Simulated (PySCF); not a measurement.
```xyz
19

N     3.9399    1.2590    0.7053
C     3.0904    0.5036    0.8274
C     2.0230   -0.4531    0.9436
C     1.3268   -0.6170   -0.3985
N     1.2739   -1.6689   -1.0767
C     0.6164    0.6069   -0.9086
C    -0.8851    0.4889   -0.6663
S    -1.2699    0.4552    1.1292
Si   -3.3841    0.1234    1.0497
H     1.2915   -0.0786    1.6668
H     2.4310   -1.4056    1.2949
H     1.7490   -2.4816   -0.6915
H     0.7757    0.6815   -1.9859
H     1.0017    1.5041   -0.4224
H    -1.2583   -0.4345   -1.1072
H    -1.4057    1.3445   -1.0956
H    -3.9773    1.2433    0.3278
H    -3.5928   -1.1265    0.3280
H    -3.7559    0.0647    2.4495
```

Geometry: GFN2-xTB.

Method: PBE0/pcSseg-1, SCF density, gas phase, non-relativistic in PySCF 2.14.0.

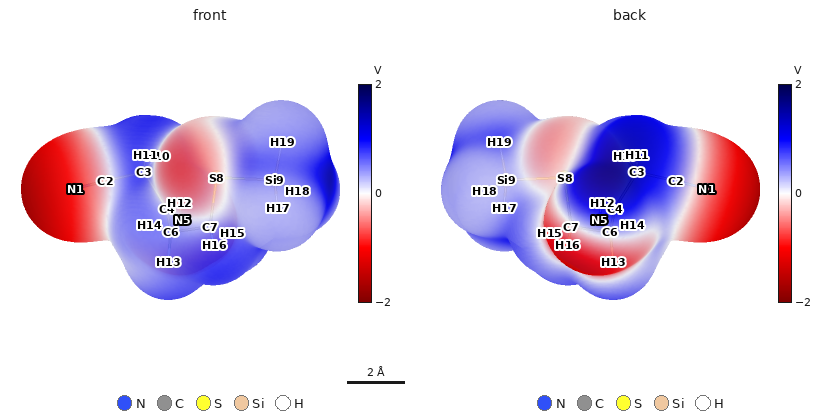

C5H10N2SSi. The molecular electrostatic potential painted on the density surface at 0.001 e/bohr³, seen from the front and from behind; red is negative and blue positive.

Describe the electrostatic potential map.

Answer. The most negative region (about −1.6 V) lies over N1, the most positive (about +1.5 V) over H11 and H12. N1 is the likeliest acceptor of a hydrogen bond.
